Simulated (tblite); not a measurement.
Geometry relaxation, with input and output: C5H8Br2Ge

C5H8Br2Ge, computed with GFN2-xTB geometry optimisation, gas phase (tblite 0.8.0).

It belongs to a series of runs on one base structure; here: Cl replaced by Br.

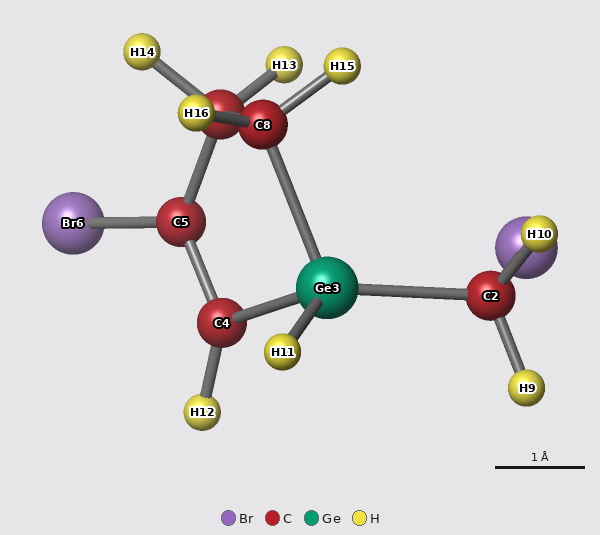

*The input geometry (ball-and-stick view, seen at a tilt; atoms are numbered from 1 in the order of the input). Sticks mark near contacts.*

Bond lengths as drawn: Br–C 1.93 to 1.94 Å, C–C 1.33 to 1.48 Å, C–Ge 1.88 to 1.97 Å, C–H 1.09 to 1.13 Å and Ge–H 1.52 Å.

## Results in brief

| quantity | value |
| --- | --- |
| outcome | converged |
| total energy | −675.7327 eV |
| hardware | 1 CPU thread, shared host |
| wall time | 0.63 s |
| peak memory | 0.18 GiB |

## The input
```
{"job": {"kind": "relax", "xc": "GFN2-xTB", "basis": "xTB"}, "charge": 0, "multiplicity": 1}
Br     1.861400    -2.020300     0.840300
C      2.321700    -0.296200     0.112000
Ge     0.840400     0.853200    -0.025600
C     -0.509700     0.632200     1.362700
C     -1.521100    -0.082200     0.888800
Br    -3.051600    -0.502900     2.010300
C     -1.409200    -0.497900    -0.486700
C     -0.499300     0.276100    -1.354300
H      3.113400     0.115200     0.786200
H      2.733600    -0.483000    -0.896200
H      1.103400     2.338100    -0.243800
H     -0.422000     1.016400     2.384400
H     -1.237800    -1.614800    -0.541400
H     -2.436500    -0.401700    -0.948000
H      0.040300    -0.446300    -2.010000
H     -0.934600     1.123300    -1.890100
```

The first line tells a small driver script what to run in tblite; the rest is the geometry in Å.

Launched with:
```bash
OMP_NUM_THREADS=1 python <driver script> task.json out
```

## The program's output
```
step      E/eV     max force
  0    -675.00166    4.834
  1    -675.44092    1.044
  2    -675.51192    0.837
  3    -675.59449    0.613
  4    -675.62680    0.582
  5    -675.64822    0.319
  6    -675.66108    0.240
  7    -675.67121    0.268
  8    -675.68212    0.334
  9    -675.69027    0.229
 10    -675.69490    0.148
 11    -675.69736    0.099
 12    -675.69927    0.162
 13    -675.70116    0.153
 14    -675.70249    0.082
 15    -675.70329    0.058
 16    -675.70392    0.059
 17    -675.70457    0.079
 18    -675.70520    0.082
 19    -675.70577    0.087
 20    -675.70628    0.068
 21    -675.70681    0.059
 22    -675.70746    0.067
 23    -675.70831    0.100
 24    -675.70947    0.128
 25    -675.71090    0.116
 26    -675.71242    0.084
 27    -675.71378    0.078
 28    -675.71515    0.109
 29    -675.71684    0.142
 30    -675.71854    0.118
 31    -675.71980    0.090
 32    -675.72063    0.067
 33    -675.72131    0.080
 34    -675.72209    0.089
 35    -675.72295    0.119
 36    -675.72367    0.103
 37    -675.72429    0.071
 38    -675.72481    0.066
 39    -675.72537    0.062
 40    -675.72590    0.075
 41    -675.72639    0.059
 42    -675.72680    0.062
 43    -675.72718    0.061
 44    -675.72753    0.048
 45    -675.72783    0.041
 46    -675.72805    0.041
 47    -675.72821    0.041
 48    -675.72838    0.045
 49    -675.72859    0.045
 50    -675.72888    0.056
 51    -675.72923    0.058
 52    -675.72953    0.037
 53    -675.72974    0.032
 54    -675.72992    0.040
 55    -675.73016    0.055
 56    -675.73050    0.053
 57    -675.73095    0.046
 58    -675.73117    0.029
 59    -675.73134    0.031
 60    -675.73149    0.029
 61    -675.73167    0.038
 62    -675.73183    0.039
 63    -675.73197    0.032
 64    -675.73207    0.024
 65    -675.73215    0.024
 66    -675.73223    0.022
 67    -675.73230    0.021
 68    -675.73236    0.020
 69    -675.73240    0.021
 70    -675.73244    0.023
 71    -675.73248    0.021
 72    -675.73251    0.016
 73    -675.73253    0.013
 74    -675.73255    0.012
 75    -675.73258    0.014
 76    -675.73261    0.010
 77    -675.73263    0.012
 78    -675.73265    0.012
 79    -675.73267    0.010
 80    -675.73268    0.009
```

## Trajectory as extended XYZ (Å, eV, eV/Å), 7 of the 81 frames kept, from step=0 to step=80
```
16
Properties=species:S:1:pos:R:3:forces:R:3 step=0 energy=-675.00166
Br    1.8614   -2.0203    0.8403   -0.2070  -0.2050   0.0490
C     2.3217   -0.2962    0.1120    2.4340  -0.5700   0.1580
Ge    0.8404    0.8532   -0.0256   -1.9620   2.0980   0.0330
C    -0.5097    0.6322    1.3627    0.3990   0.3350   1.1040
C    -1.5211   -0.0822    0.8888    0.6490   0.9350   1.7280
Br   -3.0516   -0.5029    2.0103    0.3820  -0.0280  -0.5720
C    -1.4092   -0.4979   -0.4867   -3.7620  -2.3990  -1.8590
C    -0.4993    0.2761   -1.3543    2.3780  -0.3230  -0.4060
H     3.1134    0.1152    0.7862   -0.3970  -0.3510  -0.6550
H     2.7336   -0.4830   -0.8962    0.1210   0.0670   0.5230
H     1.1034    2.3381   -0.2438    0.4650  -0.1370   0.1510
H    -0.4220    1.0164    2.3844   -0.2630  -0.2780  -0.4590
H    -1.2378   -1.6148   -0.5414    0.1440   0.9100   0.1500
H    -2.4365   -0.4017   -0.9480    0.4010  -0.2610   0.3340
H     0.0403   -0.4463   -2.0100   -0.7440   0.7250  -0.2850
H    -0.9346    1.1233   -1.8901   -0.0390  -0.5190   0.0070
16
Properties=species:S:1:pos:R:3:forces:R:3 step=13 energy=-675.70116
Br    1.8045   -1.9780    0.8176   -0.0050   0.0490  -0.0380
C     2.4096   -0.2656    0.1189    0.0030   0.0190  -0.0070
Ge    0.8068    0.9454   -0.0200    0.0600  -0.1400  -0.0120
C    -0.5022    0.6634    1.3957   -0.0430  -0.0400  -0.0080
C    -1.5093   -0.0417    0.8984   -0.0080   0.0030   0.0100
Br   -3.0275   -0.5400    1.9428    0.0160  -0.0110   0.0140
C    -1.5199   -0.5367   -0.5152   -0.0350  -0.0150  -0.0350
C    -0.4803    0.2204   -1.3540    0.0010  -0.0160   0.0150
H     3.1989    0.0901    0.7782   -0.0790  -0.0050  -0.0240
H     2.8262   -0.4688   -0.8672    0.0210   0.0460   0.0730
H     1.2614    2.3761   -0.2144    0.0530   0.0270  -0.0070
H    -0.4783    0.9789    2.4233    0.0390   0.0510   0.0100
H    -1.2890   -1.6075   -0.4866    0.0120   0.0400  -0.0190
H    -2.5227   -0.4397   -0.9378    0.0020   0.0100  -0.0100
H    -0.0298   -0.4306   -2.1022   -0.0230   0.0060   0.0200
H    -0.9561    1.0431   -1.8889   -0.0140  -0.0240   0.0190
16
Properties=species:S:1:pos:R:3:forces:R:3 step=27 energy=-675.71378
Br    1.8073   -2.0056    0.7182   -0.0150  -0.0450   0.0070
C     2.4140   -0.2580    0.1388   -0.0130   0.0420  -0.0010
Ge    0.8088    0.9235   -0.0522    0.0060   0.0470   0.0240
C    -0.4970    0.6736    1.3772    0.0500  -0.0470  -0.0150
C    -1.5031   -0.0501    0.9046   -0.0150   0.0630  -0.0410
Br   -2.9979   -0.5535    1.9785    0.0020  -0.0150   0.0110
C    -1.5414   -0.5414   -0.5135    0.0120   0.0390   0.0100
C    -0.5046    0.2081   -1.3643    0.0000  -0.0180  -0.0020
H     3.1161    0.1130    0.8800    0.0330  -0.0610   0.0210
H     2.9290   -0.4059   -0.8073    0.0290   0.0370   0.0170
H     1.3254    2.3433   -0.2385   -0.0630  -0.0360  -0.0290
H    -0.4444    1.0096    2.3993   -0.0250  -0.0190  -0.0400
H    -1.3263   -1.6155   -0.4985    0.0350   0.0460   0.0040
H    -2.5482   -0.4301   -0.9241    0.0070   0.0330   0.0240
H    -0.0759   -0.4456   -2.1203    0.0130  -0.0200  -0.0130
H    -0.9694    1.0435   -1.8893   -0.0560  -0.0440   0.0230
16
Properties=species:S:1:pos:R:3:forces:R:3 step=40 energy=-675.72590
Br    1.8131   -2.0543    0.5500   -0.0270   0.0130  -0.0340
C     2.4273   -0.2483    0.1850    0.0100  -0.0100   0.0030
Ge    0.8153    0.9118   -0.0899   -0.0390  -0.0280  -0.0570
C    -0.4699    0.6831    1.3546   -0.0230  -0.0240   0.0070
C    -1.4897   -0.0354    0.9053   -0.0260  -0.0160   0.0180
Br   -2.9511   -0.5591    2.0219    0.0250   0.0260  -0.0260
C    -1.5590   -0.5328   -0.5074    0.0040   0.0040   0.0020
C    -0.5268    0.1930   -1.3807    0.0250  -0.0130   0.0020
H     3.0252    0.0591    1.0397   -0.0120   0.0140  -0.0050
H     3.0648   -0.3008   -0.6939   -0.0080   0.0040  -0.0040
H     1.3013    2.3269   -0.3307    0.0100   0.0360  -0.0030
H    -0.4003    1.0216    2.3737   -0.0070  -0.0090   0.0050
H    -1.3589   -1.6091   -0.4925    0.0000   0.0180   0.0140
H    -2.5700   -0.4010   -0.9017    0.0060  -0.0050   0.0250
H    -0.1262   -0.4714   -2.1435    0.0260  -0.0120   0.0180
H    -1.0028    1.0255   -1.9013    0.0370   0.0010   0.0340
16
Properties=species:S:1:pos:R:3:forces:R:3 step=53 energy=-675.72974
Br    1.7718   -2.0456    0.4583    0.0130  -0.0170  -0.0240
C     2.4242   -0.2391    0.1793   -0.0060   0.0030   0.0080
Ge    0.8138    0.9193   -0.0907    0.0080   0.0120   0.0100
C    -0.4625    0.6799    1.3627    0.0000   0.0050  -0.0140
C    -1.4853   -0.0322    0.9106    0.0000  -0.0020   0.0070
Br   -2.9540   -0.5306    2.0217   -0.0250  -0.0140   0.0150
C    -1.5529   -0.5359   -0.4991   -0.0150   0.0030   0.0070
C    -0.5123    0.1766   -1.3734   -0.0230  -0.0090  -0.0070
H     2.9918    0.0334    1.0650    0.0230  -0.0030  -0.0070
H     3.0870   -0.2639   -0.6820   -0.0110  -0.0050   0.0160
H     1.2796    2.3401   -0.3485    0.0090   0.0150   0.0170
H    -0.3967    1.0136    2.3840    0.0080   0.0140  -0.0220
H    -1.3637   -1.6138   -0.4755    0.0120   0.0110   0.0020
H    -2.5620   -0.3982   -0.8940   -0.0100  -0.0020  -0.0030
H    -0.1041   -0.4978   -2.1229    0.0190  -0.0150   0.0090
H    -0.9824    1.0029   -1.9068   -0.0020   0.0040  -0.0140
16
Properties=species:S:1:pos:R:3:forces:R:3 step=67 energy=-675.73230
Br    1.7718   -2.0592    0.3453    0.0100   0.0000  -0.0080
C     2.4183   -0.2363    0.1771   -0.0140  -0.0060   0.0020
Ge    0.8111    0.9282   -0.0894   -0.0130   0.0150  -0.0080
C    -0.4649    0.6943    1.3623   -0.0080  -0.0060   0.0070
C    -1.4881   -0.0214    0.9174   -0.0060  -0.0080  -0.0080
Br   -2.9566   -0.5200    2.0312   -0.0040   0.0010   0.0060
C    -1.5558   -0.5338   -0.4895    0.0070   0.0010  -0.0060
C    -0.5088    0.1630   -1.3706    0.0070   0.0010   0.0020
H     2.9607   -0.0063    1.0900    0.0150   0.0030   0.0030
H     3.1045   -0.2161   -0.6649    0.0090  -0.0040  -0.0050
H     1.2822    2.3527   -0.3268   -0.0010  -0.0120  -0.0050
H    -0.3946    1.0383    2.3792   -0.0080   0.0080   0.0060
H    -1.3689   -1.6114   -0.4583    0.0000  -0.0040   0.0100
H    -2.5646   -0.3978   -0.8865    0.0040   0.0140  -0.0020
H    -0.0802   -0.5339   -2.0884   -0.0050   0.0010  -0.0020
H    -0.9736    0.9684   -1.9394    0.0050  -0.0040   0.0080
16
Properties=species:S:1:pos:R:3:forces:R:3 step=80 energy=-675.73268
Br    1.7827   -2.0636    0.3225    0.0010  -0.0040   0.0030
C     2.4207   -0.2366    0.1752    0.0000   0.0050  -0.0030
Ge    0.8104    0.9274   -0.0834   -0.0020  -0.0070   0.0050
C    -0.4714    0.6982    1.3656   -0.0020  -0.0030   0.0020
C    -1.4924   -0.0196    0.9187   -0.0040   0.0000   0.0040
Br   -2.9631   -0.5175    2.0310    0.0010   0.0050  -0.0030
C    -1.5562   -0.5338   -0.4874   -0.0020  -0.0030   0.0010
C    -0.5045    0.1588   -1.3655    0.0010   0.0010  -0.0030
H     2.9668   -0.0143    1.0883   -0.0010  -0.0020  -0.0040
H     3.1047   -0.2060   -0.6688    0.0030   0.0050   0.0010
H     1.2815    2.3493   -0.3291    0.0020   0.0040   0.0000
H    -0.4077    1.0478    2.3813    0.0030  -0.0010  -0.0010
H    -1.3742   -1.6121   -0.4531    0.0000  -0.0050   0.0010
H    -2.5626   -0.3924   -0.8885   -0.0020   0.0020   0.0010
H    -0.0755   -0.5398   -2.0811    0.0000  -0.0040  -0.0020
H    -0.9669    0.9632   -1.9371    0.0000   0.0060  -0.0030
```

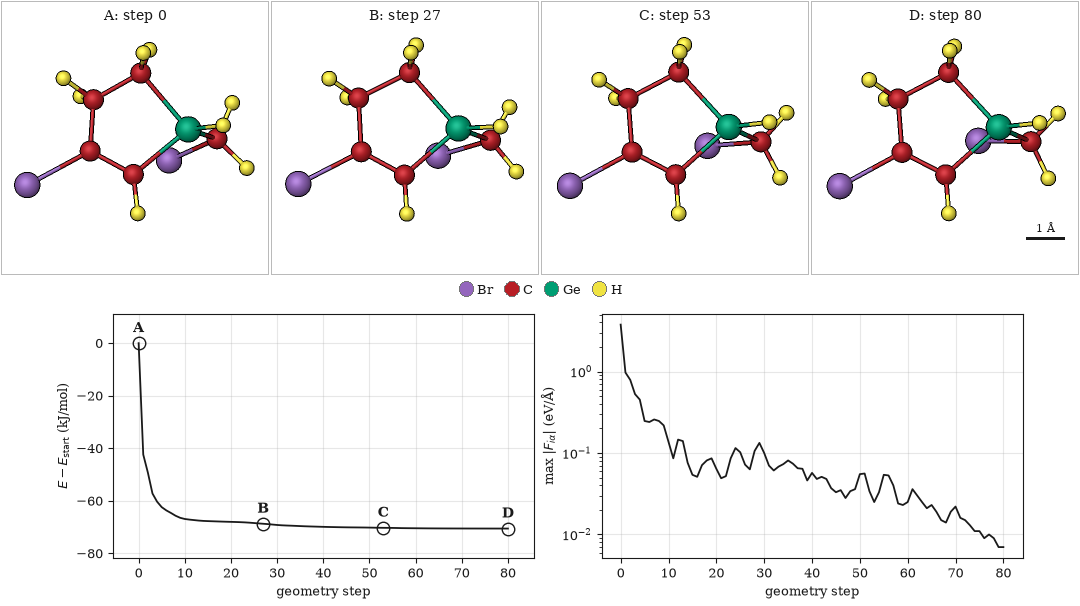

*Frames of the relaxation (ball-and-stick view, seen at a tilt) above the curves, on which the letters mark them (steps are counted from 0).*

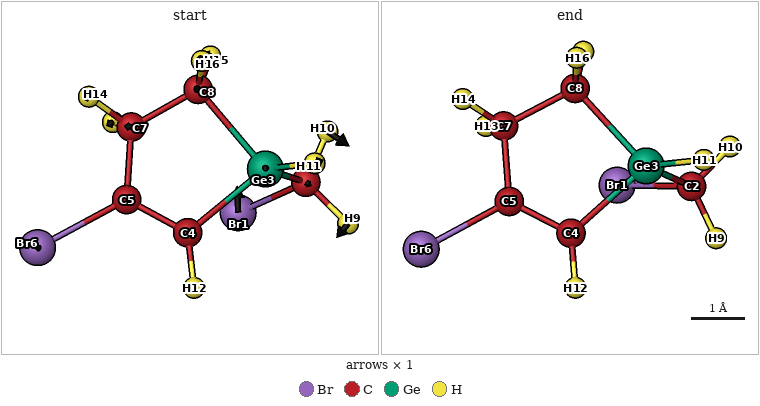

*Before (left) and after (right) the relaxation, at one scale (ball-and-stick view, seen at a tilt). The black arrows give the displacements, at true length.*

Over 80 geometry steps the energy falls by 70.5 kJ/mol. The largest force component goes from 3.8 to 0.007 eV/Å. The largest move after the best rigid fit is that of Br1, 0.52 Å. Largest moves by element: Br 0.52 Å, H 0.52 Å, C 0.15 Å, Ge 0.10 Å. Distances before and after: C2–Ge3 1.880 → 2.004 Å, C7–C8 1.476 → 1.535 Å, C5–C7 1.441 → 1.499 Å, C7–H13 1.131 → 1.094 Å. Among the angles that change: C8–Ge3–H11 107.8° → 117.5°, C2–Ge3–H11 118.1° → 108.4°, Ge3–C8–H15 104.9° → 114.3°. (Atoms are counted from 1 in the order of the input.)
